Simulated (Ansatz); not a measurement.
```json
{"atom": "O", "x (Å)": "-0.9162", "y (Å)": "0.2480", "z (Å)": "1.0759"}
{"atom": "Zr", "x (Å)": "0.2991", "y (Å)": "-0.1749", "z (Å)": "-0.3099"}
{"atom": "F", "x (Å)": "1.9485", "y (Å)": "-0.7226", "z (Å)": "0.4496"}
{"atom": "F", "x (Å)": "-0.4008", "y (Å)": "-1.6043", "z (Å)": "-1.3415"}
{"atom": "Cl", "x (Å)": "0.6422", "y (Å)": "1.7042", "z (Å)": "-1.6850"}
{"atom": "H", "x (Å)": "-1.5308", "y (Å)": "0.4858", "z (Å)": "1.7648"}
```

Geometry: PBE0-D4/def2-TZVP; core potentials replace the inner electrons of Zr.

Level of theory: Ansatz, RKS PBE0-D4/def2-TZVPP.

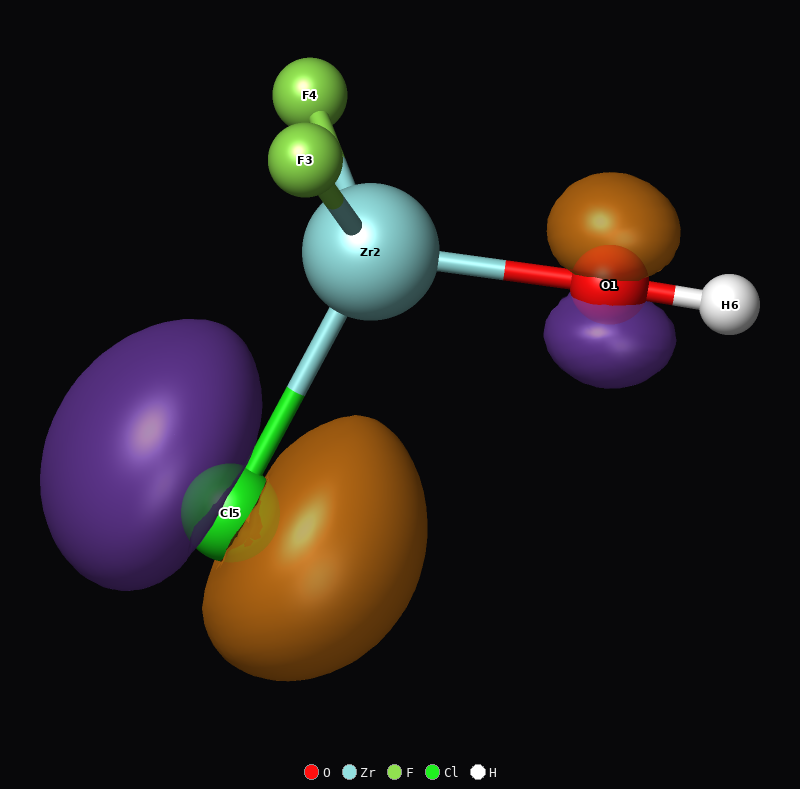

ClF$_{2}$HOZr. The HOMO at ±0.15 Å⁻³ᐟ² (orange and purple are the two phases), seen at a tilt.

What is the character of this orbital?

Its weight (Hirshfeld) is mainly on Cl5 (about 80 %) and O1 (about 10 %); largely a lone pair of Cl5. Its energy is −9.48 eV.
